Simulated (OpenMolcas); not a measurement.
C$_{3}$H$_{4}$AlF: energy and gradient calculation (part 2 of 2)

C$_{3}$H$_{4}$AlF, SMILES C#[C][Al]([CH3])[F]; BLYP/cc-pVDZ, RKS (OpenMolcas 26.06). The geometry comes from this level: PBE0-D4/def2-TZVP.

Geometry of the input (Å):
```
C  0.2148  2.7699  0.3442
C  0.3055  1.6313  -0.0550
Al 0.4066  -0.1783  -0.6266
C  -0.4384  -1.6622  0.2741
F  1.2862  -0.4603  -1.9934
H  0.1392  3.7762  0.6904
H  -1.1596  -2.1569  -0.3836
H  0.2989  -2.4198  0.5557
H  -0.9646  -1.3461  1.1773
```

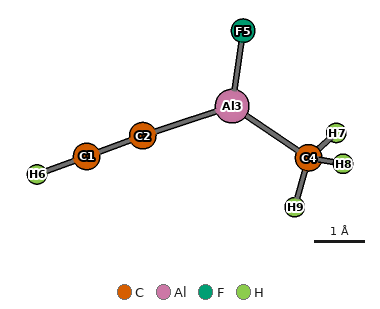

**Figure 1.** The structure (ball-and-stick view, seen at a tilt; atoms are numbered from 1 in the order of the input). Sticks mark near contacts.

**Log, continued**
```
::    Total KS-DFT energy                            -458.9600621870
      One-electron energy                           -1035.8137700323
      Two-electron energy                             397.7286984606
      Nuclear repulsion energy                        179.1250093847
      Kinetic energy (interpolated)                   456.9641507987
      Virial theorem                                    1.0043677636
      Total spin, S(S+1)                                0.0000000000
      Total spin, S                                     0.0000000000
      Max non-diagonal density matrix element           0.0000000041
      Max non-diagonal Fock matrix element              0.0000000011

      All orbitals with orbital energies smaller than  E(LUMO)+0.5 are printed

++    Molecular orbitals:
      -------------------

      Title: RKS-DFT orbitals

      Molecular orbitals for symmetry species 1: a

      Basis set list:
        1 C1     1s                 20 C2     2py                39 C4     3d1-               58 AL3    3d0                77 H6     2px
        2 C1     1s                 21 C2     2py                40 C4     3d0                59 AL3    3d1+               78 H6     2py
        3 C1     1s                 22 C2     2pz                41 C4     3d1+               60 AL3    3d2+               79 H6     2pz
        4 C1     2px                23 C2     2pz                42 C4     3d2+               61 F5     1s                 80 H7     1s
        5 C1     2px                24 C2     3d2-               43 AL3    1s                 62 F5     1s                 81 H7     1s
        6 C1     2py                25 C2     3d1-               44 AL3    1s                 63 F5     1s                 82 H7     2px
        7 C1     2py                26 C2     3d0                45 AL3    1s                 64 F5     2px                83 H7     2py
        8 C1     2pz                27 C2     3d1+               46 AL3    1s                 65 F5     2px                84 H7     2pz
        9 C1     2pz                28 C2     3d2+               47 AL3    2px                66 F5     2py                85 H8     1s
       10 C1     3d2-               29 C4     1s                 48 AL3    2px                67 F5     2py                86 H8     1s
       11 C1     3d1-               30 C4     1s                 49 AL3    2px                68 F5     2pz                87 H8     2px
       12 C1     3d0                31 C4     1s                 50 AL3    2py                69 F5     2pz                88 H8     2py
       13 C1     3d1+               32 C4     2px                51 AL3    2py                70 F5     3d2-               89 H8     2pz
       14 C1     3d2+               33 C4     2px                52 AL3    2py                71 F5     3d1-               90 H9     1s
       15 C2     1s                 34 C4     2py                53 AL3    2pz                72 F5     3d0                91 H9     1s
       16 C2     1s                 35 C4     2py                54 AL3    2pz                73 F5     3d1+               92 H9     2px
       17 C2     1s                 36 C4     2pz                55 AL3    2pz                74 F5     3d2+               93 H9     2py
       18 C2     2px                37 C4     2pz                56 AL3    3d2-               75 H6     1s                 94 H9     2pz
       19 C2     2px                38 C4     3d2-               57 AL3    3d1-               76 H6     1s

  Index Energy  Occupation Coefficients ...

    1  -55.4788    2.0000         43 AL3    1s     ( 1.000),

    2  -24.2612    2.0000         61 F5     1s     ( 1.003),

    3   -9.9313    2.0000          1 C1     1s     ( 1.006),

    4   -9.9075    2.0000         29 C4     1s     ( 1.007),

    5   -9.9038    2.0000         15 C2     1s     (-1.006),

    6   -3.9556    2.0000         44 AL3    1s     ( 1.020),

    7   -2.5704    2.0000         47 AL3    2px    ( 0.823),    53 AL3    2pz    ( 0.556),

    8   -2.5653    2.0000         47 AL3    2px    (-0.490),    53 AL3    2pz    ( 0.805),

    9   -2.5617    2.0000         50 AL3    2py    ( 0.936),

   10   -1.0263    2.0000         62 F5     1s     ( 0.935),

   11   -0.6650    2.0000          2 C1     1s     ( 0.665),    16 C2     1s     ( 0.614),

   12   -0.6157    2.0000         30 C4     1s     ( 0.762),

   13   -0.4855    2.0000          2 C1     1s     ( 0.366),     6 C1     2py    ( 0.502),     7 C1     2py    (-0.341),    16 C2     1s     (-0.414),
                                  75 H6     1s     ( 0.660),

   14   -0.4001    2.0000         20 C2     2py    (-0.384),    45 AL3    1s     ( 0.688),    68 F5     2pz    ( 0.465),

   15   -0.3616    2.0000         20 C2     2py    (-0.263),    34 C4     2py    ( 0.292),    36 C4     2pz    ( 0.338),    51 AL3    2py    ( 0.354),
                                  54 AL3    2pz    ( 0.259),    64 F5     2px    ( 0.264),    68 F5     2pz    (-0.356),    85 H8     1s     (-0.234),
                                  90 H9     1s     ( 0.452),

   16   -0.3539    2.0000         32 C4     2px    ( 0.514),    36 C4     2pz    ( 0.349),    80 H7     1s     (-0.523),    85 H8     1s     ( 0.505),

   17   -0.3415    2.0000         20 C2     2py    (-0.343),    34 C4     2py    (-0.246),    36 C4     2pz    (-0.316),    51 AL3    2py    ( 0.317),
                                  54 AL3    2pz    ( 0.242),    64 F5     2px    ( 0.300),    68 F5     2pz    (-0.426),    90 H9     1s     (-0.438),

   18   -0.3291    2.0000         64 F5     2px    ( 0.735),    68 F5     2pz    ( 0.498),

   19   -0.3262    2.0000         66 F5     2py    ( 0.848),

   20   -0.2663    2.0000         32 C4     2px    (-0.270),    34 C4     2py    (-0.468),    36 C4     2pz    ( 0.287),    51 AL3    2py    ( 0.466),
                                  52 AL3    2py    (-0.272),    66 F5     2py    (-0.303),

   21   -0.2518    2.0000          4 C1     2px    ( 0.516),     8 C1     2pz    ( 0.348),    18 C2     2px    ( 0.511),    22 C2     2pz    ( 0.345),

   22   -0.2461    2.0000          4 C1     2px    (-0.356),     8 C1     2pz    ( 0.485),    18 C2     2px    (-0.336),    22 C2     2pz    ( 0.446),

   23   -0.0642    0.0000          4 C1     2px    (-0.390),    48 AL3    2px    ( 0.742),    54 AL3    2pz    ( 0.501),

   24   -0.0184    0.0000          4 C1     2px    (-0.291),     8 C1     2pz    ( 0.389),    46 AL3    1s     ( 0.542),

   25   -0.0086    0.0000         31 C4     1s     (-0.781),    46 AL3    1s     ( 1.001),

   26    0.0429    0.0000          4 C1     2px    ( 0.369),     5 C1     2px    ( 0.277),    18 C2     2px    (-0.532),    19 C2     2px    (-0.279),
                                  22 C2     2pz    (-0.360),    48 AL3    2px    ( 0.334),    49 AL3    2px    ( 0.301),

   27    0.0647    0.0000          7 C1     2py    (-1.270),    17 C2     1s     (-1.071),    76 H6     1s     ( 1.906),

   28    0.0744    0.0000         17 C2     1s     ( 0.930),    31 C4     1s     (-1.339),    76 H6     1s     (-0.963),

   29    0.0804    0.0000          3 C1     1s     (-0.711),    17 C2     1s     (-0.699),    21 C2     2py    ( 0.568),    46 AL3    1s     ( 0.913),
                                  52 AL3    2py    ( 0.910),    55 AL3    2pz    ( 0.641),    76 H6     1s     ( 0.591),

   30    0.0987    0.0000         33 C4     2px    ( 0.734),    81 H7     1s     ( 1.366),    86 H8     1s     (-1.326),

   31    0.1013    0.0000         91 H9     1s     ( 1.622),

   32    0.1403    0.0000          3 C1     1s     (-0.938),     7 C1     2py    ( 0.627),    17 C2     1s     ( 0.550),    21 C2     2py    ( 0.951),
                                  31 C4     1s     (-0.618),    45 AL3    1s     (-0.990),    46 AL3    1s     ( 0.745),    49 AL3    2px    ( 0.742),
                                  52 AL3    2py    ( 1.078),    55 AL3    2pz    (-0.874),    81 H7     1s     ( 0.984),    86 H8     1s     ( 0.983),

   33    0.1916    0.0000          3 C1     1s     ( 2.083),    21 C2     2py    (-2.008),    45 AL3    1s     ( 2.064),    46 AL3    1s     (-3.644),

   34    0.2129    0.0000         48 AL3    2px    (-2.065),    49 AL3    2px    ( 2.287),    54 AL3    2pz    (-1.396),    55 AL3    2pz    ( 1.540),

   35    0.2612    0.0000          3 C1     1s     ( 0.943),    17 C2     1s     (-1.284),    45 AL3    1s     ( 1.377),    46 AL3    1s     (-1.496),
                                  51 AL3    2py    (-1.446),    52 AL3    2py    ( 1.750),    55 AL3    2pz    ( 0.906),

   36    0.2895    0.0000         58 AL3    3d0    (-0.596),    60 AL3    3d2+   ( 0.476),    80 H7     1s     (-0.461),    81 H7     1s     ( 0.763),
                                  85 H8     1s     ( 0.457),    86 H8     1s     (-0.757),

   37    0.2939    0.0000         48 AL3    2px    ( 1.251),    49 AL3    2px    (-1.130),    51 AL3    2py    ( 1.320),    52 AL3    2py    (-1.077),
                                  54 AL3    2pz    (-1.538),    55 AL3    2pz    ( 1.402),

   38    0.3075    0.0000          3 C1     1s     (-3.609),     7 C1     2py    ( 2.900),    17 C2     1s     ( 3.861),    76 H6     1s     (-2.388),

   39    0.3297    0.0000         18 C2     2px    (-0.448),    56 AL3    3d2-   ( 0.762),    57 AL3    3d1-   ( 0.421),    58 AL3    3d0    ( 0.517),

   40    0.3921    0.0000         31 C4     1s     ( 1.084),    33 C4     2px    ( 0.826),    35 C4     2py    ( 1.600),    37 C4     2pz    (-0.814),
                                  45 AL3    1s     (-0.850),    46 AL3    1s     (-1.244),    51 AL3    2py    ( 0.993),

   41    0.4240    0.0000         33 C4     2px    ( 0.747),    35 C4     2py    ( 0.731),    37 C4     2pz    (-1.063),    45 AL3    1s     ( 0.779),
                                  46 AL3    1s     (-0.834),    48 AL3    2px    ( 1.045),    51 AL3    2py    ( 0.743),    54 AL3    2pz    (-1.361),
                                  55 AL3    2pz    ( 1.097),

--

++    Molecular charges:
      ------------------

      Mulliken charges per centre and basis function type
      ---------------------------------------------------

                C1      C2      C4      AL3     F5      H6      H7      H8      H9
      1s       3.3974  3.4287  3.0780  4.9022  3.9159  1.0156  0.9370  0.9374  0.9401
      2px      0.9714  0.9187  0.9903  2.2905  1.7978  0.0069  0.0114  0.0119  0.0092
      2pz      0.9595  0.8825  0.9844  2.3357  1.7673  0.0082  0.0110  0.0079  0.0137
      2py      0.7010  0.6542  1.0611  2.6629  1.8443  0.0169  0.0099  0.0124  0.0089
      3d2+     0.0043  0.0064  0.0004  0.0862  0.0002  0.0000  0.0000  0.0000  0.0000
      3d1+     0.0010  0.0008  0.0054  0.0444  0.0008  0.0000  0.0000  0.0000  0.0000
      3d0      0.0032  0.0031  0.0024  0.0934  0.0008  0.0000  0.0000  0.0000  0.0000
      3d1-     0.0073  0.0060  0.0029  0.1311  0.0005  0.0000  0.0000  0.0000  0.0000
      3d2-     0.0080  0.0048  0.0050  0.0794  0.0002  0.0000  0.0000  0.0000  0.0000
      Total    6.0530  5.9052  6.1299 12.6257  9.3278  1.0476  0.9693  0.9696  0.9719

      N-E     -0.0530  0.0948 -0.1299  0.3743 -0.3278 -0.0476  0.0307  0.0304  0.0281

      Total electronic charge=   44.000000

      Total            charge=   -0.000000
--

++    Molecular properties:
      ---------------------

      Charge (e):
                      =   -0.0000
      Dipole Moment (debye):
      Origin of the operator (angstrom)=    0.4033    0.1994   -0.5344
                   X= -1.0577E+00               Y=  9.7764E-02               Z=  1.5835E+00           Total=  1.9068E+00
      Quadrupole Moment (debye*angstrom):
      Origin of the operator (angstrom)=    0.4033    0.1994   -0.5344
                  XX= -3.5101E+01              XY=  1.1815E-02              XZ=  3.0349E+00              YY= -3.0524E+01
                  YZ=  5.7839E-01              ZZ= -3.7410E+01
      In traceless form (debye*angstrom)
                  XX= -1.1337E+00              XY=  1.7723E-02              XZ=  4.5523E+00              YY=  5.7315E+00
                  YZ=  8.6759E-01              ZZ= -4.5979E+00
--

--- Stop Module: scf /rc=_RC_ALL_IS_WELL_ ---
--- Module scf spent 44 seconds ---

--- Start Module: alaska ---

                                              &ALASKA

                       available to each process: 1.9 GB of memory, 1 thread

                     Threshold for contributions to the gradient: 1.000E-07

                    ********************************************
                    * Symmetry Adapted Cartesian Displacements *
                    ********************************************

           Irreducible representation : a
           Basis function(s) of irrep: x, y, xy, Rz, z, xz, Ry, yz, Rx, I

 Basis Label        Type   Center Phase
   1   C1           x         1     1
   2   C1           y         1     1
   3   C1           z         1     1
   4   C2           x         2     1
   5   C2           y         2     1
   6   C2           z         2     1
   7   C4           x         3     1
   8   C4           y         3     1
   9   C4           z         3     1
  10   AL3          x         4     1
  11   AL3          y         4     1
  12   AL3          z         4     1
  13   F5           x         5     1
  14   F5           y         5     1
  15   F5           z         5     1
  16   H6           x         6     1
  17   H6           y         6     1
  18   H6           z         6     1
  19   H7           x         7     1
  20   H7           y         7     1
  21   H7           z         7     1
  22   H8           x         8     1
  23   H8           y         8     1
  24   H8           z         8     1
  25   H9           x         9     1
  26   H9           y         9     1
  27   H9           z         9     1

                     No automatic utilization of translational and rotational invariance of the energy is employed.

 DFT contribution computed for a moving grid.

 Conventional ERI gradients!

 **************************************************
 *              Molecular gradients               *
 **************************************************

  Irreducible representation: a
 ------------------------------------------------------------------------------------------
                              X                       Y                       Z
 ------------------------------------------------------------------------------------------
  C1                2.92816563125486E-03   -3.42029716409780E-02   -1.22958227358883E-02
  C2               -3.40337916429065E-03    3.56913610581640E-02    1.33475147617759E-02
  C4               -1.36859780520515E-03   -2.46712270495308E-03    1.36739696137678E-03
  AL3               1.45391155231880E-02   -5.08958235133217E-03   -2.26955160349958E-02
  F5               -1.84382254037576E-02    6.00114027422194E-03    2.86782893784387E-02
  H6                6.69357474826771E-04   -9.45834238544485E-03   -3.19309435348192E-03
  H7                7.19153462455280E-03    5.01686152248704E-03    6.59911142244063E-03
  H8               -7.37206680892655E-03    7.68223481513797E-03   -2.79481129411097E-03
  H9                5.25409592829318E-03   -3.17357858729050E-03   -9.01306810563973E-03
 ------------------------------------------------------------------------------------------

--- Stop Module: alaska /rc=_RC_ALL_IS_WELL_ ---
--- Module alaska spent 14 seconds ---

.##################.
.# Happy landing! #.
.##################.

    Timing: Wall=63.33 User=55.46 System=7.23
```

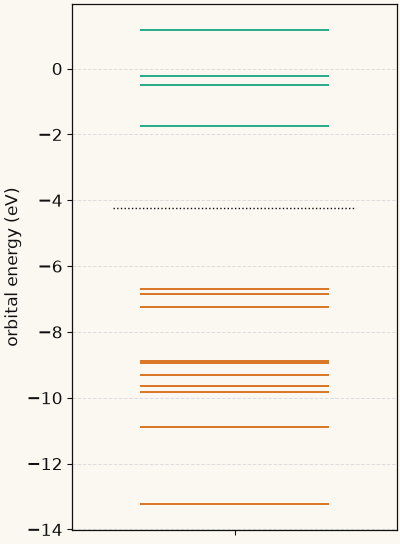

**Figure 2.** Orbital energies near the frontier; the dotted line parts filled from empty levels, and levels within 0.02 eV of each other stand side by side. Highest filled −6.70 eV, lowest empty −1.75 eV, 4.95 eV apart.

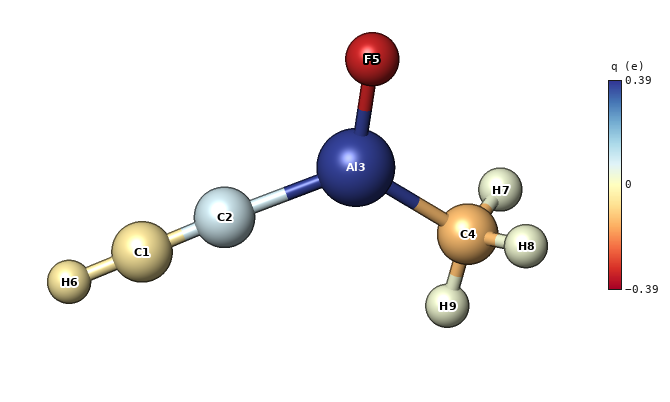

**Figure 3.** Mulliken charges, as the colour of each atom (ball-and-stick view, seen at a tilt; atoms are numbered from 1 in the order of the input). By element: C −0.13 to +0.09, Al +0.37, F −0.33 and H −0.05 to +0.03 e.

**Key numbers**

```tsv
quantity	value
outcome	converged
total energy	−458.960062 hartree
basis functions	94
largest force	1.967 eV/Å
HOMO	−6.70 eV
LUMO	−1.75 eV
dipole moment	1.91 debye
hardware	1 thread of AMD EPYC (Zen 3), 128 GiB of memory available, shared host
wall time	64 s
peak memory	0.52 GiB
```
